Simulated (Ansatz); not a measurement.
# CH₄AlClSi: an energy map over bond length Al1–C2 and bond length Al1–H5

Aim: map the energy of CH4AlClSi, SMILES [AlH2][CH]=[SiH]Cl over two coordinates, and find its wells, ridges and stiffness.

Program: Ansatz 0.2.0. Level of theory: RKS PBE0-D4/def2-TZVP. These are calculated values, not measurements.

### Step 1. The starting structure

SMILES `[AlH2][CH]=[SiH]Cl`, 8 atoms, charge 0, spin multiplicity 1.

Atoms are counted from 1 here; the program's logs count them from 0.

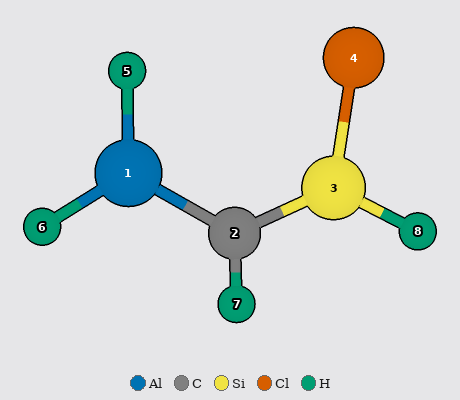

As it starts; aluminium blue, carbon grey, silicon yellow, chlorine orange, hydrogen teal; atoms are numbered from 1 in the order of the file.

Geometry (Å):

```xyz
8
CH4AlClSi
Al   -0.45170    1.62319    0.04921
C     0.43763    0.00812    0.60393
Si    0.33717   -1.52683   -0.16688
Cl   -0.79202   -1.87156   -1.85738
H    -1.38929    1.61722   -1.24728
H    -0.23783    2.96269    0.90148
H     1.09213   -0.00322    1.49817
H     1.00389   -2.80961    0.21877
```

This geometry comes from a loose relaxation at PBE in a small basis, which is not shown.

### Step 3. Setting up the map

- bond length Al1–C2: 7 values from 1.641 to 2.671 Å
- bond length Al1–H5: 7 values from 1.30 to 2.38 Å

Nothing else is relaxed (all other coordinates rigid). Energies count from the relaxed molecule at the same level.

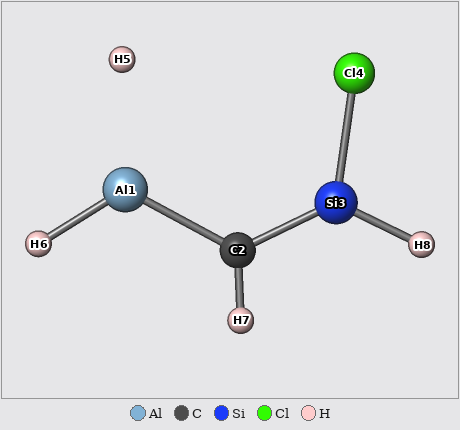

The geometry at bond length Al1–C2 = 1.984 Å, bond length Al1–H5 = 2.02 Å.

(The set-up runs are not shown.)

### Step 4. The run at bond length Al1–C2 = 1.984 Å, bond length Al1–H5 = 1.66 Å

input.yaml

```yaml
crystal:
  periodic: [false, false, false]
  atoms:
    - { symbol: Al, position_ang: [-0.442915, 1.60226, 0.052834] }
    - { symbol: C, position_ang: [0.47276, -0.062586, 0.62387] }
    - { symbol: Si, position_ang: [0.363716, -1.568551, -0.147647] }
    - { symbol: Cl, position_ang: [-0.744062, -1.911098, -1.810864] }
    - { symbol: H, position_ang: [-1.416053, 1.587041, -1.293158] }
    - { symbol: H, position_ang: [-0.239027, 2.938076, 0.886881] }
    - { symbol: H, position_ang: [1.116508, -0.070978, 1.50393] }
    - { symbol: H, position_ang: [1.021875, -2.835564, 0.233897] }
basis:
  gaussian: { orbitals: def2-TZVP }
hamiltonian:
  xc: pbe0
  dispersion: d4
output:
  forces: true
```

Started as:

```console
> ansatz run input.yaml --threads 1 --pin off --max-ram 2560MiB --backend cpu --events-out ev --progress --plain --runs-dir out
```

Further runs follow: the other points that were computed.

Before running it: what results should come out? Wanted: lowest point; highest computed point; largest force on an atom.

As calculated:

| quantity | value |
| --- | --- |
| lowest point | bond length Al1–C2 = 1.984 Å, bond length Al1–H5 = 1.66 Å, 0.08 eV |
| highest computed point | bond length Al1–C2 = 2.671 Å, bond length Al1–H5 = 2.38 Å, 3.68 eV above the lowest |
| largest force on an atom (eV/Å) | 1.0 at bond length Al1–C2 = 1.984 Å, bond length Al1–H5 = 1.66 Å to 9.3 at bond length Al1–C2 = 1.641 Å, bond length Al1–H5 = 2.20 Å; 1.0 at the lowest point |
| time for the whole task | 7.2 min on 1 thread, shared host |

In words: The lowest computed point is at bond length Al1–C2 = 1.984 Å, bond length Al1–H5 = 1.66 Å, 0.08 eV from the relaxed molecule at the same level. No other kind of well shows on this grid. The highest computed point, bond length Al1–C2 = 2.671 Å, bond length Al1–H5 = 2.38 Å, lies 3.68 eV above the lowest. Round the minimum the two coordinates are nearly uncoupled.
